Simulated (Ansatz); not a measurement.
## Electronic structure of H₆OSeSi₂···H₂ in real space

Input file:

```
crystal:
  periodic: [false, false, false]
  atoms:
    - {symbol: Si, position_ang: [-0.063068, 1.362895, 1.329791]}
    - {symbol: H, position_ang: [1.909878, -2.648702, -1.496982]}
    - {symbol: O, position_ang: [-1.216964, 0.706182, 0.384519]}
    - {symbol: Si, position_ang: [-1.478125, -0.580860, -0.604980]}
    - {symbol: H, position_ang: [-0.222335, 2.832424, 1.273377]}
    - {symbol: H, position_ang: [-0.174966, 0.852995, 2.716835]}
    - {symbol: H, position_ang: [1.920988, -2.032322, -1.074599]}
    - {symbol: Se, position_ang: [2.040110, 0.772221, 0.689816]}
    - {symbol: H, position_ang: [-1.100596, -1.844929, 0.076938]}
    - {symbol: H, position_ang: [-0.684170, -0.435893, -1.850526]}
    - {symbol: H, position_ang: [-2.924128, -0.597956, -0.930712]}
    - {symbol: H, position_ang: [1.993275, 1.613847, -0.513579]}
basis:
  gaussian: {orbitals: def2-TZVPP}
hamiltonian: {xc: pbe0, dispersion: d4}
output: {orbitals: {seedname: orbitals}}
```

Run with:

```sh
ansatz run in.yaml --threads 8 --pin off --events-out ev --progress --plain --max-ram 19148MiB
```

The product side of a reaction path; geometry: PBE0-D4/def2-TZVP; a saddle point, not a minimum.

Level of theory: Ansatz, RKS PBE0-D4/def2-TZVPP.

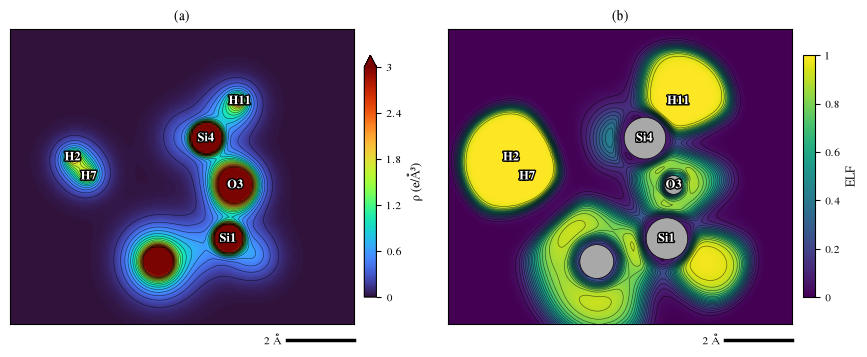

Figure 1. (a) electron density; (b) electron localisation function on the plane of atoms O3, Si4 and H11. Grey discs cover the atomic cores in the ELF map.

Interpret the plot.

- Atoms in the plane: Si, H and O.
- Si–O (1.63 Å): ρ at the midpoint is about 1.2 e/Å³; the ELF peaks at about 0.85 between the atoms; a shared but strongly polarised pair.
- H–H (0.75 Å): ρ is about 1.8 e/Å³ halfway; the ELF is about 1 at the midpoint.
- Si–H (1.48 Å): ρ is about 0.83 e/Å³ halfway; the ELF climbs to about 1 towards the hydrogen, as it does in any bond to H.
- The ELF also peaks beside Se8 and O3, away from the bonds: lone-pair regions.

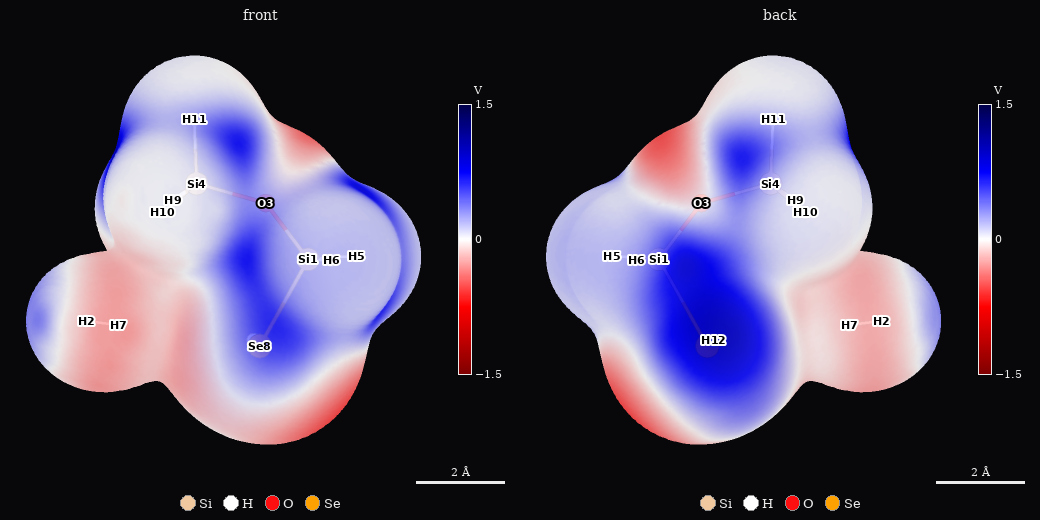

Figure 2. The molecular electrostatic potential painted on the density surface at 0.001 e/bohr³, seen from the front and from behind; the colour scale runs from red (negative) to blue (positive).

Where is the surface potential most negative and most positive?

The most negative region (about −0.5 V) lies over O3 and Se8, the most positive (about +1.0 V) over Si4 and H12.

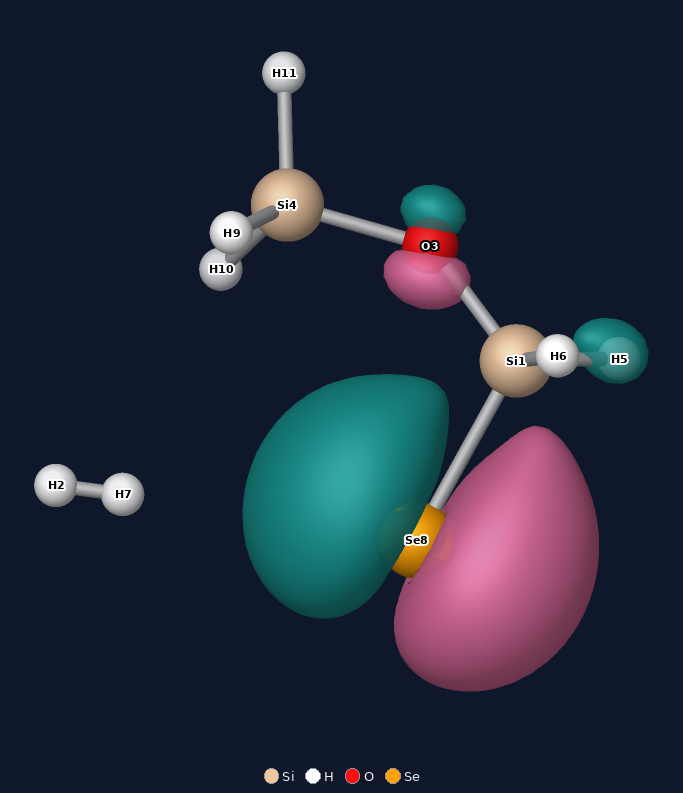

Figure 3. The HOMO at ±0.1 Å⁻³ᐟ² (teal and pink are the two phases), seen across its widest extent.

What is the character of this orbital?

Its weight (Hirshfeld) is mainly on Se8 (about 80 %); largely a lone pair of Se8. Its energy is −7.36 eV.
